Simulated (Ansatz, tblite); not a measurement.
# The cluster MoSe2+: rung by rung

How do method and basis change the picture of the cluster MoSe2+ (doublet)?

Computed with Ansatz 0.2.0, Gaussian basis. Level: as each input shows.

Plan: GFN1-xTB, GFN2-xTB, PBE-D4/def2-TZVP, r2SCAN-D4/def2-TZVP, r2SCANh-D4/def2-TZVP, revPBE-D4/def2-TZVP, B3LYP-D4/def2-TZVP, CAM-B3LYP-D4/def2-TZVP, LDA/def2-TZVP, PBE-D4/def2-SVP, PBE0-D4/def2-SVP, CCSD(T)/def2-TZVP, RPA/def2-TZVP.

1 further run of the same task is left out (set aside as unsound or not needed). Runs told in other sessions of the task aren't counted.

### 1 The geometry

The doublet was relaxed beforehand with PBE-D4/def2-TZVP. At that level it is the lowest of the isomers that a small search found.

3 atoms, charge 1, spin multiplicity 2.

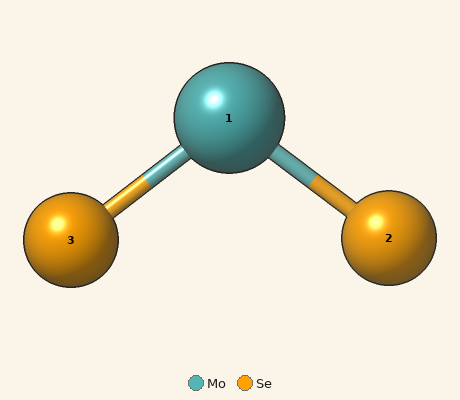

The structure; molybdenum teal, selenium orange; atoms are numbered from 1 in the order of the file.

Mo takes a core potential in the def2 sets. No spin-orbit coupling is included. The ion is computed in the gas phase, without counter-ions or solvent.

PBE0-D4/def2-TZVP was run before; its log isn't repeated, and its numbers join the tables.

### 2 GFN1-xTB

Tight binding, by tblite at 300 K electronic temperature and without a spin-polarisation term:

```python
tblite.interface.Calculator('GFN1-xTB', numbers, positions, charge=1, uhf=1).singlepoint()
```

Energy -225.2877 eV; 0.002 s.

### 3 GFN2-xTB

Tight binding, by tblite at 300 K electronic temperature and without a spin-polarisation term:

```python
tblite.interface.Calculator('GFN2-xTB', numbers, positions, charge=1, uhf=1).singlepoint()
```

Energy -216.3548 eV; 0.003 s.

### 4 PBE-D4/def2-TZVP

start.molden holds the orbitals of an earlier run on this state, given as this run's starting guess.

Input file in.yaml:

```yaml
crystal:
  periodic: [false, false, false]
  atoms:
    - {symbol: Mo, position_ang: [-0.429379, -0.341069, 0.709038]}
    - {symbol: Se, position_ang: [0.018949, 1.794174, 0.307970]}
    - {symbol: Se, position_ang: [0.410429, -1.453095, -1.017008]}
basis:
  gaussian: {orbitals: def2-TZVP, initial_orbitals: start.molden}
total_charge: 1
magnetization: {spin_polarized: true, initial_magnetization: 1}
hamiltonian: {xc: pbe, dispersion: d4}
scf: {omitted_lower_state_checks: [starts]}
output: {orbitals: {seedname: orbitals}}
```

Started as:

```bash
$ ansatz run in.yaml --threads 4 --pin off --events-out ev --progress --plain --max-ram 3916MiB
```

Log:

```text
Functional definition: PBE
  name "PBE"
  cite "Perdew, Burke & Ernzerhof, Phys. Rev. Lett. 77, 3865 (1996) doi:10.1103/PhysRevLett.77.3865"
  parent pbe
  parameter kappa = 0.804
  parameter beta = 0.06672455060314922
  exchange = pbe_x(kappa = kappa, mu = beta*pi^2/3)
  correlation = pbe_c(beta = beta)
these checks for a lower state are left out or cut short: starts
1082 factors; their error is unknown
mean field evaluation 1: about -132530.0187 eV, gradient 8.1e0 eV
mean field evaluation 2: about -132530.2075 eV, gradient 5.1e-1 eV
mean field evaluation 4: about -132530.1800 eV, gradient 1.6e-1 eV
mean field evaluation 8: about -132530.1805 eV, gradient 1.8e-5 eV
mean field -132530.18051991 eV, -4870.3943019239 hartree, gradient 1.8e-5 eV, S^2 0.819968; 0 other end points of the search recorded, 0 dependent functions left out
reference -132530.18055899 eV, -4870.3943033602 hartree; 41, 40 occupied and 95, 96 virtual orbitals, 1082 factors
Total energy: -132530.30083279 eV, -4870.3987233406 hartree
Checks for a lower state left out: starts
```

Wall time 2.8 s (4 threads of Arm Neoverse V2, shared host).

Report: HOMO -11.25 eV, LUMO -10.32 eV (over both spins); ⟨S²⟩ 0.820 (pure: 0.75).

### 5 r2SCAN-D4/def2-TZVP

Changes to in.yaml since step 4:

```diff
@@ -10,3 +10,3 @@
 magnetization: {spin_polarized: true, initial_magnetization: 1}
-hamiltonian: {xc: pbe, dispersion: d4}
+hamiltonian: {xc: r2scan, dispersion: d4}
 scf: {omitted_lower_state_checks: [starts]}
```

Same command.

Log:

```text
Functional definition: r2SCAN
  name "r2SCAN"
  cite "Furness, Kaplan, Ning, Perdew & Sun, J. Phys. Chem. Lett. 11, 8208 (2020) doi:10.1021/acs.jpclett.0c02405"
  cite "Furness, Kaplan, Ning, Perdew & Sun, J. Phys. Chem. Lett. 11, 9248 (2020) doi:10.1021/acs.jpclett.0c03077"
  parent r2scan
  parameter k0 = 0.174
  parameter k1 = 0.065
  parameter a1 = 4.9479
  exchange = r2scan_x(k0 = k0, k1 = k1, a1 = a1)
  correlation = r2scan_c
these checks for a lower state are left out or cut short: starts
1082 factors; their error is unknown
mean field evaluation 1: about -132548.9677 eV, gradient 6.2e0 eV
mean field evaluation 2: about -132549.0382 eV, gradient 1.6e-1 eV
mean field evaluation 4: about -132548.9816 eV, gradient 3.2e-2 eV
mean field evaluation 8: about -132548.9816 eV, gradient 2.2e-5 eV
mean field -132548.98163119 eV, -4871.0852300194 hartree, gradient 2.2e-5 eV, S^2 0.996811; 0 other end points of the search recorded, 0 dependent functions left out
reference -132548.98164453 eV, -4871.0852305097 hartree; 41, 40 occupied and 95, 96 virtual orbitals, 1082 factors
Total energy: -132549.00338647 eV, -4871.0860295114 hartree
Checks for a lower state left out: starts
```

It took 8.5 s on 4 threads of Arm Neoverse V2, shared host.

Report: HOMO -11.40 eV, LUMO -10.37 eV (over both spins); ⟨S²⟩ 0.997 (pure: 0.75). Doubts: spin contamination.

### 6 r2SCANh-D4/def2-TZVP

Changes to in.yaml since step 5:

```diff
@@ -10,4 +10,4 @@
 magnetization: {spin_polarized: true, initial_magnetization: 1}
-hamiltonian: {xc: r2scan, dispersion: d4}
+hamiltonian: {xc: {name: r2SCANh}, dispersion: d4}
 scf: {omitted_lower_state_checks: [starts]}
-output: {orbitals: {seedname: orbitals}}
+output: {forces: true, orbitals: {seedname: orbitals}}
```

Launched as before.

Log, cut to the lines that bear on the results:

```text
Functional definition: r2SCANh
  name "r2SCANh"
  cite "Bursch, Neugebauer, Ehlert & Grimme, J. Chem. Phys. 156, 134105 (2022) doi:10.1063/5.0086040"
  cite "Furness, Kaplan, Ning, Perdew & Sun, J. Phys. Chem. Lett. 11, 8208 (2020) doi:10.1021/acs.jpclett.0c02405"
  cite "Furness, Kaplan, Ning, Perdew & Sun, J. Phys. Chem. Lett. 11, 9248 (2020) doi:10.1021/acs.jpclett.0c03077"
  parent r2scan
[...]
1003 factors; integrals over basis functions are off by at most 8.7e-4 eV
[...]
mean field -132548.02928602 eV, -4871.0502319799 hartree, gradient 1.3e-5 eV, S^2 1.185853; 0 other end points of the search recorded, 0 dependent functions left out
[...]
reference -132548.02929817 eV, -4871.0502324265 hartree; 41, 40 occupied and 95, 96 virtual orbitals, 1003 factors
Total energy: -132548.05471093 eV, -4871.0511663284 hartree
Atom 0 at    -0.429379    -0.341069     0.709038 Å, force     0.097639     0.077558    -0.161232 eV/Å
Atom 1 at     0.018949     1.794174     0.307970 Å, force    -0.044436    -0.075143     0.065779 eV/Å
Atom 2 at     0.410429    -1.453095    -1.017008 Å, force    -0.053203    -0.002415     0.095454 eV/Å
Dipole moment:    -0.369809    -0.293754     0.610670 e Å
Checks for a lower state left out: starts
```

Wall time 9.5 s (4 threads of Arm Neoverse V2, shared host).

HOMO -11.68 eV, LUMO -10.06 eV (over both spins); ⟨S²⟩ 1.186 (pure: 0.75). Doubts: spin contamination.

### 7 revPBE-D4/def2-TZVP

Changes to in.yaml since step 6:

```diff
@@ -10,4 +10,4 @@
 magnetization: {spin_polarized: true, initial_magnetization: 1}
-hamiltonian: {xc: {name: r2SCANh}, dispersion: d4}
+hamiltonian: {xc: {name: revPBE}, dispersion: d4}
 scf: {omitted_lower_state_checks: [starts]}
-output: {forces: true, orbitals: {seedname: orbitals}}
+output: {orbitals: {seedname: orbitals}}
```

Launched as before.

Log:

```text
Functional definition: revPBE
  name "revPBE"
  cite "Zhang & Yang, Phys. Rev. Lett. 80, 890 (1998) doi:10.1103/PhysRevLett.80.890"
  cite "Perdew, Burke & Ernzerhof, Phys. Rev. Lett. 77, 3865 (1996) doi:10.1103/PhysRevLett.77.3865"
  parameter kappa = 1.245
  parameter beta = 0.06672455060314922
  exchange = pbe_x(kappa = kappa, mu = beta*pi^2/3)
  correlation = pbe_c(beta = beta)
these checks for a lower state are left out or cut short: starts
1082 factors; their error is unknown
mean field evaluation 1: about -132539.6781 eV, gradient 7.4e0 eV
mean field evaluation 2: about -132539.8421 eV, gradient 4.7e-1 eV
mean field evaluation 4: about -132539.8094 eV, gradient 1.4e-1 eV
mean field evaluation 8: about -132539.8099 eV, gradient 9.9e-6 eV
mean field -132539.80988272 eV, -4870.7481744801 hartree, gradient 9.9e-6 eV, S^2 0.831878; 0 other end points of the search recorded, 0 dependent functions left out
reference -132539.80993209 eV, -4870.7481762946 hartree; 41, 40 occupied and 95, 96 virtual orbitals, 1082 factors
Total energy: -132540.04185191 eV, -4870.7566991907 hartree
Checks for a lower state left out: starts
```

It took 2.8 s on 4 threads of Arm Neoverse V2, shared host.

HOMO -11.18 eV, LUMO -10.24 eV (over both spins); ⟨S²⟩ 0.832 (pure: 0.75).

### 8 B3LYP-D4/def2-TZVP

Changes to in.yaml since step 7:

```diff
@@ -10,3 +10,3 @@
 magnetization: {spin_polarized: true, initial_magnetization: 1}
-hamiltonian: {xc: {name: revPBE}, dispersion: d4}
+hamiltonian: {xc: {name: B3LYP}, dispersion: d4}
 scf: {omitted_lower_state_checks: [starts]}
```

Same command.

Log, cut to the lines that bear on the results:

```text
Functional definition: B3LYP
  name "B3LYP"
  cite "Stephens, Devlin, Chabalowski & Frisch, J. Phys. Chem. 98, 11623 (1994) doi:10.1021/j100096a001"
  cite "Becke, Phys. Rev. A 38, 3098 (1988) doi:10.1103/PhysRevA.38.3098"
  cite "Lee, Yang & Parr, Phys. Rev. B 37, 785 (1988) doi:10.1103/PhysRevB.37.785"
  cite "Vosko, Wilk & Nusair, Can. J. Phys. 58, 1200 (1980) doi:10.1139/p80-159"
[...]
1003 factors; integrals over basis functions are off by at most 8.7e-4 eV
[...]
mean field -132550.81350022 eV, -4871.1525499647 hartree, gradient 2.2e-5 eV, S^2 0.913266; 0 other end points of the search recorded, 0 dependent functions left out
reference -132550.81372445 eV, -4871.1525582051 hartree; 41, 40 occupied and 95, 96 virtual orbitals, 1003 factors
Total energy: -132551.01648918 eV, -4871.1600096715 hartree
Checks for a lower state left out: starts
```

Wall time 4.7 s (4 threads of Arm Neoverse V2, shared host).

Report: HOMO -11.90 eV, LUMO -9.77 eV (over both spins); ⟨S²⟩ 0.913 (pure: 0.75). Doubts: spin contamination.

### 9 CAM-B3LYP-D4/def2-TZVP

Changes to in.yaml since step 8:

```diff
@@ -10,3 +10,3 @@
 magnetization: {spin_polarized: true, initial_magnetization: 1}
-hamiltonian: {xc: {name: B3LYP}, dispersion: d4}
+hamiltonian: {xc: {name: CAM-B3LYP}, dispersion: d4}
 scf: {omitted_lower_state_checks: [starts]}
```

Same command.

Log, cut to the lines that bear on the results:

```text
Functional definition: CAM-B3LYP
  name "CAM-B3LYP"
  cite "Yanai, Tew & Handy, Chem. Phys. Lett. 393, 51 (2004) doi:10.1016/j.cplett.2004.06.011"
  cite "Iikura, Tsuneda, Yanai & Hirao, J. Chem. Phys. 115, 3540 (2001) doi:10.1063/1.1383587"
  cite "Becke, Phys. Rev. A 38, 3098 (1988) doi:10.1103/PhysRevA.38.3098"
  cite "Lee, Yang & Parr, Phys. Rev. B 37, 785 (1988) doi:10.1103/PhysRevB.37.785"
  cite "Vosko, Wilk & Nusair, Can. J. Phys. 58, 1200 (1980) doi:10.1139/p80-159"
[...]
  # Exact exchange under (alpha + beta erf(omega r))/r, Becke's under what is left of 1/r.
[...]
1003 factors; integrals over basis functions are off by at most 8.7e-4 eV
223 factors; integrals over basis functions are off by at most 3.7e-5 eV
[...]
mean field -132553.10327334 eV, -4871.2366975747 hartree, gradient 2.8e-5 eV, S^2 1.243179; 0 other end points of the search recorded, 0 dependent functions left out
reference -132553.10338239 eV, -4871.2367015824 hartree; 41, 40 occupied and 95, 96 virtual orbitals, 1003 factors
Total energy: -132553.21383307 eV, -4871.2407605701 hartree
Checks for a lower state left out: starts
```

Wall time 7.5 s (4 threads of Arm Neoverse V2, shared host).

HOMO -13.11 eV, LUMO -8.58 eV (over both spins); ⟨S²⟩ 1.243 (pure: 0.75). Doubts: spin contamination.

### 10 LDA/def2-TZVP

Changes to in.yaml since step 9:

```diff
@@ -10,3 +10,3 @@
 magnetization: {spin_polarized: true, initial_magnetization: 1}
-hamiltonian: {xc: {name: CAM-B3LYP}, dispersion: d4}
+hamiltonian: {xc: lda}
 scf: {omitted_lower_state_checks: [starts]}
```

Same command.

Log:

```text
Functional definition: SPW92
  name "SPW92"
  cite "Dirac, Proc. Camb. Phil. Soc. 26, 376 (1930) doi:10.1017/S0305004100016108"
  cite "Slater, Phys. Rev. 81, 385 (1951) doi:10.1103/PhysRev.81.385"
  cite "Perdew & Wang, Phys. Rev. B 45, 13244 (1992) doi:10.1103/PhysRevB.45.13244"
  exchange = slater_x
  correlation = pw_c
these checks for a lower state are left out or cut short: starts
1082 factors; their error is unknown
mean field evaluation 1: about -132359.0736 eV, gradient 2.1e1 eV
mean field evaluation 2: about -132359.4331 eV, gradient 8.7e-1 eV
mean field evaluation 4: about -132359.5140 eV, gradient 1.3e-2 eV
mean field evaluation 8: about -132359.4597 eV, gradient 2.2e-5 eV
mean field -132359.45973172 eV, -4864.1204286765 hartree, gradient 2.2e-5 eV, S^2 0.792665; 0 other end points of the search recorded, 0 dependent functions left out
reference -132359.45976699 eV, -4864.1204299729 hartree; 41, 40 occupied and 95, 96 virtual orbitals, 1082 factors
Total energy: -132359.45976699 eV, -4864.1204299729 hartree
Checks for a lower state left out: starts
```

Wall time 1.4 s (4 threads of Arm Neoverse V2, shared host).

HOMO -11.42 eV, LUMO -10.55 eV (over both spins); ⟨S²⟩ 0.793 (pure: 0.75).

### 11 PBE-D4/def2-SVP

Changes to in.yaml since step 10:

```diff
@@ -7,6 +7,6 @@
 basis:
-  gaussian: {orbitals: def2-TZVP, initial_orbitals: start.molden}
+  gaussian: {orbitals: def2-SVP, initial_orbitals: start.molden}
 total_charge: 1
 magnetization: {spin_polarized: true, initial_magnetization: 1}
-hamiltonian: {xc: lda}
+hamiltonian: {xc: pbe, dispersion: d4}
 scf: {omitted_lower_state_checks: [starts]}
```

Same command.

Log:

```text
Functional definition: PBE
  name "PBE"
  cite "Perdew, Burke & Ernzerhof, Phys. Rev. Lett. 77, 3865 (1996) doi:10.1103/PhysRevLett.77.3865"
  parent pbe
  parameter kappa = 0.804
  parameter beta = 0.06672455060314922
  exchange = pbe_x(kappa = kappa, mu = beta*pi^2/3)
  correlation = pbe_c(beta = beta)
these checks for a lower state are left out or cut short: starts
995 factors; their error is unknown
mean field evaluation 1: about -132513.5277 eV, gradient 7.6e0 eV
mean field evaluation 2: about -132513.7405 eV, gradient 5.0e-1 eV
mean field evaluation 4: about -132513.5782 eV, gradient 1.7e-1 eV
mean field evaluation 8: about -132513.5788 eV, gradient 2.5e-5 eV
mean field -132513.57875854 eV, -4869.7841984465 hartree, gradient 2.5e-5 eV, S^2 0.814557; 0 other end points of the search recorded, 0 dependent functions left out
reference -132513.57880173 eV, -4869.7842000336 hartree; 41, 40 occupied and 54, 55 virtual orbitals, 995 factors
Total energy: -132513.69907552 eV, -4869.7886200140 hartree
Checks for a lower state left out: starts
```

Wall time 1.8 s (4 threads of Arm Neoverse V2, shared host).

HOMO -11.31 eV, LUMO -10.37 eV (over both spins); ⟨S²⟩ 0.815 (pure: 0.75).

### 12 PBE0-D4/def2-SVP

Changes to in.yaml since step 11:

```diff
@@ -10,3 +10,3 @@
 magnetization: {spin_polarized: true, initial_magnetization: 1}
-hamiltonian: {xc: pbe, dispersion: d4}
+hamiltonian: {xc: pbe0, dispersion: d4}
 scf: {omitted_lower_state_checks: [starts]}
```

Same command.

Log, cut to the lines that bear on the results:

```text
Functional definition: PBE0
  name "PBE0"
  cite "Adamo & Barone, J. Chem. Phys. 110, 6158 (1999) doi:10.1063/1.478522"
  cite "Perdew, Burke & Ernzerhof, Phys. Rev. Lett. 77, 3865 (1996) doi:10.1103/PhysRevLett.77.3865"
  parent pbe
[...]
941 factors; integrals over basis functions are off by at most 3.3e-4 eV
[...]
mean field -132515.87071518 eV, -4869.8684262995 hartree, gradient 2.7e-5 eV, S^2 1.138636; 0 other end points of the search recorded, 0 dependent functions left out
reference -132515.87074684 eV, -4869.8684274632 hartree; 41, 40 occupied and 54, 55 virtual orbitals, 941 factors
Total energy: -132515.97349183 eV, -4869.8722032720 hartree
Checks for a lower state left out: starts
```

Wall time 2.8 s (4 threads of Arm Neoverse V2, shared host).

From the report: HOMO -12.12 eV, LUMO -9.72 eV (over both spins); ⟨S²⟩ 1.139 (pure: 0.75). Doubts: spin contamination.

### 13 CCSD(T)/def2-TZVP

Input file in.yaml:

```yaml
crystal:
  periodic: [false, false, false]
  atoms:
    - {symbol: Mo, position_ang: [-0.429379, -0.341069, 0.709038]}
    - {symbol: Se, position_ang: [0.018949, 1.794174, 0.307970]}
    - {symbol: Se, position_ang: [0.410429, -1.453095, -1.017008]}
basis:
  gaussian: {orbitals: def2-TZVP, initial_orbitals: start.molden}
total_charge: 1
magnetization: {spin_polarized: true, initial_magnetization: 1}
correlation: {method: ccsd_t}
scf: {omitted_lower_state_checks: [starts, cluster_reference]}
output: {orbitals: {seedname: orbitals}}
```

Launched as before.

Log, cut to the lines that bear on the results:

```text
Functional definition: HF
  name "HF"
  cite "Fock, Z. Phys. 61, 126 (1930) doi:10.1007/BF01340294"
  parent pbe
[...]
1003 factors; integrals over basis functions are off by at most 8.7e-4 eV
[...]
mean field -132438.18913441 eV, -4867.0136808607 hartree, gradient 3.4e-6 eV, S^2 2.992623; 0 other end points of the search recorded, 0 dependent functions left out
18 core orbitals not correlated: weight in the atoms' cores, before any rotation towards them, 1.000 or more for the frozen orbitals, at most 0.000 for the correlated occupied ones
reference -132438.18913441 eV, -4867.0136808607 hartree; 23, 22 occupied and 95, 96 virtual orbitals, 1003 factors
second order -22.67321905 eV of doubles, -0.00000000 eV of singles
cycle   1  -21.68509115 eV  change    9.9e-1 eV  update   2.0e-1
[...]
cycle  16  -23.48707719 eV  change   -4.7e-5 eV  update   2.8e-5
perturbative correction -1.35776023 eV, -0.0498967681 hartree
WARN: the results are in doubt because among natural orbitals full CI differs from the method by -0.094 eV
Total energy: -132463.03397183 eV, -4867.9267117955 hartree
In doubt: among natural orbitals full CI differs from the method by -0.094 eV
Checks for a lower state left out: starts, cluster_reference
```

It took 25 s on 4 threads of Arm Neoverse V2, shared host; peak memory 1.6 GiB.

Report: Hartree-Fock HOMO -13.54 eV, LUMO -6.08 eV (over both spins); ⟨S²⟩ 2.993 (pure: 0.75); T1 0.064. Doubts: state flagged by the program, large T1 diagnostic, spin contamination.

### 14 RPA/def2-TZVP

Changes to in.yaml since step 13:

```diff
@@ -10,4 +10,4 @@
 magnetization: {spin_polarized: true, initial_magnetization: 1}
-correlation: {method: ccsd_t}
-scf: {omitted_lower_state_checks: [starts, cluster_reference]}
-output: {orbitals: {seedname: orbitals}}
+hamiltonian: {xc: pbe}
+correlation: {method: rpa}
+scf: {omitted_lower_state_checks: [starts]}
```

The command is unchanged.

Log, cut to the lines that bear on the results:

```text
Functional definition: PBE
  name "PBE"
  cite "Perdew, Burke & Ernzerhof, Phys. Rev. Lett. 77, 3865 (1996) doi:10.1103/PhysRevLett.77.3865"
  parent pbe
[...]
1003 factors; integrals over basis functions are off by at most 8.7e-4 eV
[...]
mean field -132530.18050750 eV, -4870.3943014680 hartree, gradient 7.7e-6 eV, S^2 0.819968; 0 other end points of the search recorded, 0 dependent functions left out
18 core orbitals not correlated: weight in the atoms' cores, before any rotation towards them, 1.000 or more for the frozen orbitals, at most 0.000 for the correlated occupied ones
reference -132434.38662438 eV, -4866.8739411945 hartree; 23, 22 occupied and 95, 96 virtual orbitals, 1003 factors
Total energy: -132471.68156707 eV, -4868.2445050589 hartree
Checks for a lower state left out: starts
```

It took 3.9 s on 4 threads of Arm Neoverse V2, shared host.

⟨S²⟩ 0.820 (pure: 0.75).

### 15 Comparison

| level | functions | HOMO (eV) | LUMO (eV) | gap (eV) | ⟨S²⟩ | time |
| --- | --- | --- | --- | --- | --- | --- |
| LDA/def2-TZVP | 136 | -11.42 | -10.55 | 0.87 | 0.793 | 1.4 s |
| PBE-D4/def2-SVP | 95 | -11.31 | -10.37 | 0.93 | 0.815 | 1.8 s |
| PBE-D4/def2-TZVP | 136 | -11.25 | -10.32 | 0.93 | 0.820 | 2.8 s |
| revPBE-D4/def2-TZVP | 136 | -11.18 | -10.24 | 0.94 | 0.832 | 2.8 s |
| r2SCAN-D4/def2-TZVP | 136 | -11.40 | -10.37 | 1.03 | 0.997 | 8.5 s |
| r2SCANh-D4/def2-TZVP | 136 | -11.68 | -10.06 | 1.62 | 1.186 | 9.5 s |
| B3LYP-D4/def2-TZVP | 136 | -11.90 | -9.77 | 2.13 | 0.913 | 4.7 s |
| PBE0-D4/def2-SVP | 95 | -12.12 | -9.72 | 2.40 | 1.139 | 2.8 s |
| PBE0-D4/def2-TZVP | 136 | -12.04 | -9.63 | 2.41 | 1.166 | 4.7 s |
| CAM-B3LYP-D4/def2-TZVP | 136 | -13.11 | -8.58 | 4.52 | 1.243 | 7.5 s |

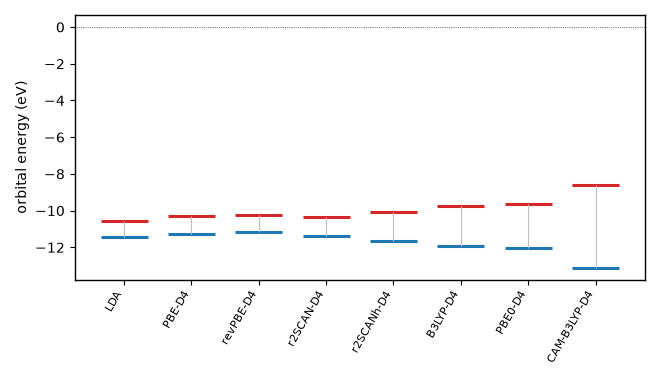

Highest filled (blue) and lowest empty (red) level in def2-TZVP, over both spins.

The pieces so far (eV):

| basis | HF | MP2 correlation | CCSD correlation | (T) | total |
| --- | --- | --- | --- | --- | --- |
| def2-TZVP | -132438.1891 | -22.6732 | -23.4871 | -1.3578 | -132463.0340 |

### 16 Summary of results

| quantity | value |
| --- | --- |
| gap in def2-TZVP, named functionals, smallest and largest | 0.87 eV (LDA), 4.52 eV (CAM-B3LYP-D4) |
| correlation energy, CCSD(T)/def2-TZVP | -24.84 eV |
| ⟨S²⟩ in def2-TZVP, named functionals, smallest and largest | 0.793, 1.243 |
| PBE0 total energy, smallest basis above largest | 16.63 eV (def2-SVP, def2-TZVP) |

**Reading.** Over the named functionals in def2-TZVP the gap runs from 0.87 eV (LDA) to 4.52 eV (CAM-B3LYP-D4); exact exchange widens it. Over the named functionals in def2-TZVP spin contamination reaches 0.49 (CAM-B3LYP-D4), so some levels may describe another state. Notes on CCSD(T)/def2-TZVP: large T1 diagnostic, spin contamination, state flagged by the program.

The slowest run with a step of its own, CCSD(T)/def2-TZVP, took 25 s; the quickest functional in def2-TZVP took 1.4 s (shared host).
